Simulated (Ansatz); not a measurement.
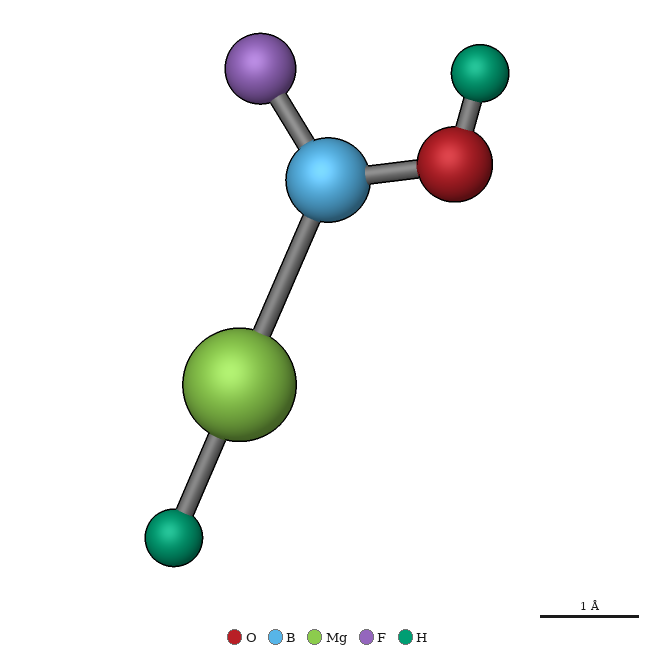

A ball-and-stick model of a molecule. Every bond is drawn as one stick, whatever its order.

Computed geometry: PBE0-D4/def2-TZVP optimisation. No frequency run is at hand to confirm it as a minimum.

What does the picture show?

It has 6 atoms: 1 boron, 1 fluorine, 2 hydrogen, 1 magnesium and 1 oxygen (BFH2MgO). This geometry has Cs symmetry. All atoms lie on one plane. Coordination: 1 O bent; 1 B trigonal planar; 1 Mg linear.

More results for the same structure follow; atom numbers are the same in all pictures, views and colours differ.

## Electronic properties

No frequency run is at hand to confirm it as a minimum. Method: RKS PBE0-D4/def2-TZVPP (Ansatz 0.2.0).

Estimate the HOMO energy (Kohn–Sham orbital).

−6.73 eV.

Estimate the LUMO energy (Kohn–Sham orbital).

−1.07 eV.

## Charges

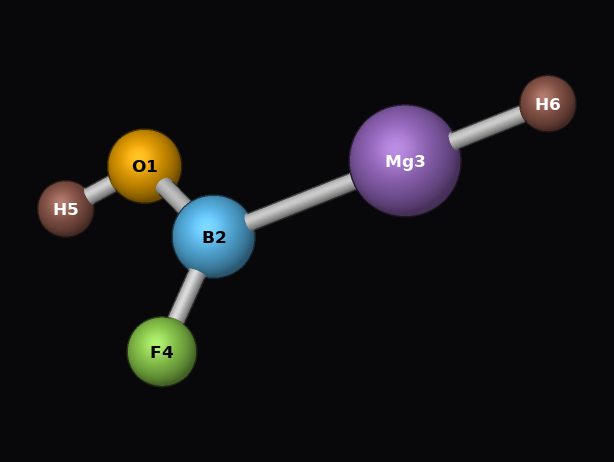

The questions are on Mulliken charges. No frequency run is at hand to confirm it as a minimum. Properties computed with RKS PBE0-D4/def2-TZVP (Ansatz 0.2.0).

Which atom carries the highest charge (most positive or least negative)?

B2 (0.37 e).

And the lowest?

O1 (−0.41 e).

List the Mulliken charges.

```json
{"atom": "O1", "value (e)": "−0.41"}
{"atom": "B2", "value (e)": "0.37"}
{"atom": "Mg3", "value (e)": "0.15"}
{"atom": "F4", "value (e)": "−0.27"}
{"atom": "H5", "value (e)": "0.31"}
{"atom": "H6", "value (e)": "−0.15"}
```

## Dipole moment

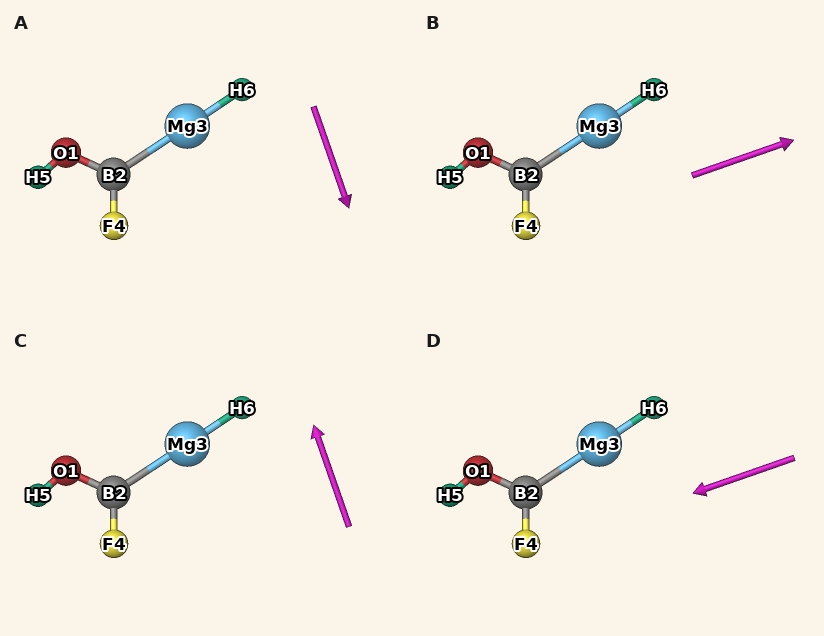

The same molecule four times, each with an arrow. No frequency run is at hand to confirm it as a minimum. Properties computed with RKS PBE0-D4/def2-TZVP (Ansatz 0.2.0).

Which arrow points along the dipole moment, from the negative to the positive end?

D. The dipole moment is 1.20 D; it points from the side of H6 to the side of H5 (the outermost atoms at the two ends).

Mulliken values depend strongly on the basis set and can even reverse the polarity of a bond.
